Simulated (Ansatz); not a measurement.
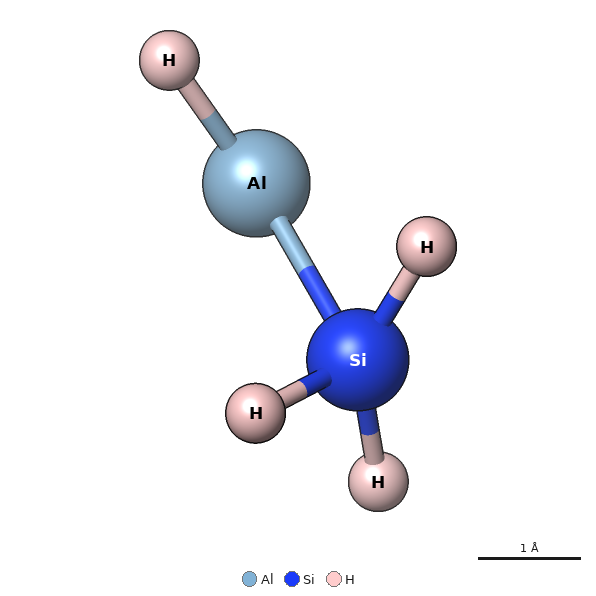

The structure as it stands in the input.

Ansatz 0.2.0 input:

```yaml
crystal:
  periodic: [false, false, false]
  atoms:
    - {symbol: Al, position_ang: [-0.306021, -1.006912, -0.090782]}
    - {symbol: Si, position_ang: [0.639065, 1.097953, 0.382081]}
    - {symbol: H, position_ang: [1.660160, 0.256257, 0.897166]}
    - {symbol: H, position_ang: [0.395784, -2.112071, -1.059363]}
    - {symbol: H, position_ang: [1.120217, 1.722189, -0.913910]}
    - {symbol: H, position_ang: [-0.464097, 2.048921, 0.805260]}
basis:
  gaussian: {orbitals: def2-SVPD}
total_charge: -1
hamiltonian: {xc: pbe, dispersion: d4}
relax: {f_tol: 0.03, max_steps: 250}
```

Command:

```sh
ansatz run in.yaml --threads 2 --pin off --events-out ev --progress --plain --max-ram 4352MiB
```

Output (its end):

```
mean field -14526.60314334 eV, -533.8428190326 hartree, gradient 1.1e-5 eV, S^2 0.000000; 1 other end points of the search recorded, 0 dependent functions left out
the calculation of the forces begins
reference -14526.60319651 eV, -533.8428209865 hartree; 16, 16 occupied and 64, 64 virtual orbitals, 713 factors
Total energy: -14526.74598685 eV, -533.8480684348 hartree
Atom 0 at    -0.758729    -1.368371    -0.130048 Å, force     0.029014     0.004284    -0.018164 eV/Å
Atom 1 at     0.512976     0.873917     0.201155 Å, force    -0.002006     0.008606     0.002403 eV/Å
Atom 2 at     1.745796     0.669757     1.095907 Å, force    -0.002929    -0.003158     0.000171 eV/Å
Atom 3 at     0.566670    -1.837089    -1.094002 Å, force    -0.020007     0.001639     0.014954 eV/Å
Atom 4 at     1.137851     1.623635    -0.986427 Å, force    -0.007256    -0.007961     0.000728 eV/Å
Atom 5 at    -0.159456     2.044488     0.933868 Å, force     0.003184    -0.003409    -0.000093 eV/Å
Dipole moment:     0.229749     0.453480     0.039490 e Å
```
